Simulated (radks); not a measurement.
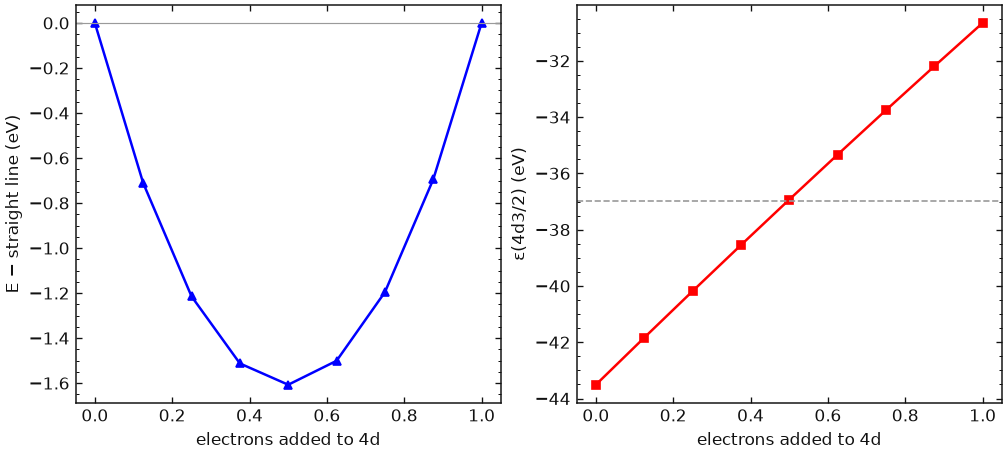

Level of theory: Dirac Kohn-Sham, PBEsol, spin-unpolarised, spherical densities, point nucleus. Computed with the in-house radial solver radks. The occupation of the 4d shell is varied from Nb⁴⁺ ([Kr] 4d1 (4d3/2: 1)) to Nb³⁺ ([Kr] 4d2 (4d3/2: 2)), with spherical fractional occupations. The plot shows the total energy less the straight line between the end points, and the eigenvalue of 4d3/2 (the dashed line is minus the energy to take the whole electron out).

Question: Is the energy convex or concave in the occupation, and by how much?

Answer: The curve is convex (below the straight line), with the largest deviation among the points computed, −1.61 eV, at 0.5. The end points differ by 37.0 eV, the energy to take the electron out. The eigenvalue, which is the slope of the energy (Janak's theorem), moves from −43.5 eV at 0 to −30.7 eV at 1; for a straight line it would stay constant, and a parabola would sag by an eighth of this change, scaled to a whole electron, 1.61 eV. Convexity is the mark of the delocalisation error, which puts fractional charges too low; for p, d and f shells the spherical spreading of the fraction adds to it.
